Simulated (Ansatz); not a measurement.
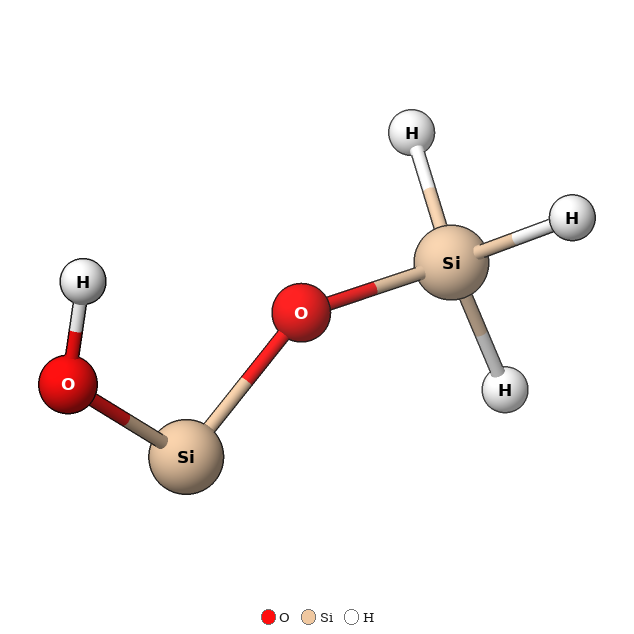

The structure as it stands in the input.

Input file:

```yaml
crystal:
  periodic: [false, false, false]
  atoms:
    - {symbol: O, position_ang: [-0.524208, 1.960982, -1.900366]}
    - {symbol: Si, position_ang: [0.432002, 1.696693, -0.590922]}
    - {symbol: O, position_ang: [-0.023650, 0.163109, -0.163381]}
    - {symbol: Si, position_ang: [0.271526, -1.016059, 0.946831]}
    - {symbol: H, position_ang: [-1.126089, 1.261007, -2.175227]}
    - {symbol: H, position_ang: [-0.985353, -1.311216, 1.677753]}
    - {symbol: H, position_ang: [1.314132, -0.576529, 1.910447]}
    - {symbol: H, position_ang: [0.733740, -2.235187, 0.238965]}
basis:
  gaussian: {orbitals: pcseg-2}
magnetization: {spin_polarized: false, initial_magnetization: 2}
hamiltonian: {xc: {name: CAM-B3LYP}, pseudopotentials: {relativity: scalar}}
output: {forces: true}
```

Command:

```sh
ansatz run in.yaml --threads 2 --pin off --events-out ev --progress --plain --max-ram 22528MiB --backend cpu
```

What the program printed:

```
Functional definition: CAM-B3LYP
  name "CAM-B3LYP"
  cite "Yanai, Tew & Handy, Chem. Phys. Lett. 393, 51 (2004) doi:10.1016/j.cplett.2004.06.011"
  cite "Iikura, Tsuneda, Yanai & Hirao, J. Chem. Phys. 115, 3540 (2001) doi:10.1063/1.1383587"
  cite "Becke, Phys. Rev. A 38, 3098 (1988) doi:10.1103/PhysRevA.38.3098"
  cite "Lee, Yang & Parr, Phys. Rev. B 37, 785 (1988) doi:10.1103/PhysRevB.37.785"
  cite "Vosko, Wilk & Nusair, Can. J. Phys. 58, 1200 (1980) doi:10.1139/p80-159"
  parameter alpha = 0.19
  parameter beta = 0.46
  parameter omega = 0.33/bohr
  parameter ac = 0.81
  # Exact exchange under (alpha + beta erf(omega r))/r, Becke's under what is left of 1/r.
  exchange = (1 - alpha - beta)*b88_x + beta*b88_x_sr(omega) + alpha*exact_x + beta*exact_x_lr(omega)
  correlation = (1 - ac)*vwn5_c + ac*lyp_c
1082 factors; their error is unknown
249 factors; integrals over basis functions are off by at most 3.3e-5 eV
mean field evaluation 1: about -19940.0967 eV, gradient 7.0e1 eV
mean field evaluation 2: about -19918.1704 eV, gradient 1.2e2 eV
mean field evaluation 4: about -19948.4514 eV, gradient 3.1e0 eV
mean field evaluation 8: about -19948.4807 eV, gradient 1.7e-1 eV
mean field evaluation 16: about -19948.5355 eV, gradient 3.5e-5 eV
mean field -19948.53554176 eV, -733.0951595568 hartree, gradient 3.5e-5 eV, S^2 2.000000; 1 other end points of the search recorded, 0 dependent functions left out
the calculation of the forces begins
reference -19948.53568777 eV, -733.0951649225 hartree; 25, 23 occupied and 159, 161 virtual orbitals, 1082 factors
Total energy: -19948.53568777 eV, -733.0951649225 hartree
Relativity: scalar
Atom 0 at    -0.524208     1.960982    -1.900366 Å, force     0.006664     0.747315    -0.465980 eV/Å
Atom 1 at     0.432002     1.696693    -0.590922 Å, force    -0.854572    -0.952617    -0.416420 eV/Å
Atom 2 at    -0.023650     0.163109    -0.163381 Å, force     0.622540     0.003033     0.741269 eV/Å
Atom 3 at     0.271526    -1.016059     0.946831 Å, force    -0.049697    -0.061287    -0.018964 eV/Å
Atom 4 at    -1.126089     1.261007    -2.175227 Å, force     0.290372     0.119477     0.271168 eV/Å
Atom 5 at    -0.985353    -1.311216     1.677753 Å, force     0.162214     0.039167    -0.084253 eV/Å
Atom 6 at     1.314132    -0.576529     1.910447 Å, force    -0.126642    -0.049092    -0.120075 eV/Å
Atom 7 at     0.733740    -2.235187     0.238965 Å, force    -0.050879     0.154005     0.093255 eV/Å
Dipole moment:     0.030859    -0.214531     0.173767 e Å
```

The run converged.

The spin state was imposed, and no run here compares it with a lower spin, which may lie lower.
